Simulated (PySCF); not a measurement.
Vertical excitations of a molecule C₂H₆ClFSi from TDDFT-PBE/def2-SVPD (PySCF), as energy in eV (oscillator strength): 7.12 (0.074), 7.57 (0.022), 7.79 (0.018), 7.87 (0.003), 8.06 (0.008), 8.19 (0.002), 8.31 (0.014), 8.42 (0.056), 8.50 (0.075), 8.61 (0.002). Lowest triplet (TDA): 6.97 eV. Geometry optimised at ωB97X-D3(BJ)/def2-SVP. The values are those of a single conformer.

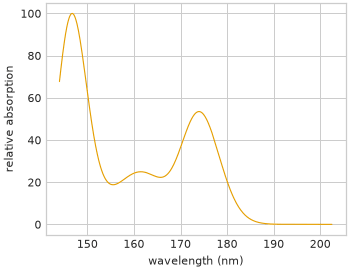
Fig. 1. The lines broadened by 0.4 eV.

Problem. Which structure fits?
A. F[C@@H](Cl)C[SiH3]
B. CC[Si@@H](F)Cl
C. C[Si](C)(F)Cl
D. C[C@@H](F)[SiH2]Cl

Solution. C, C[Si](C)(F)Cl
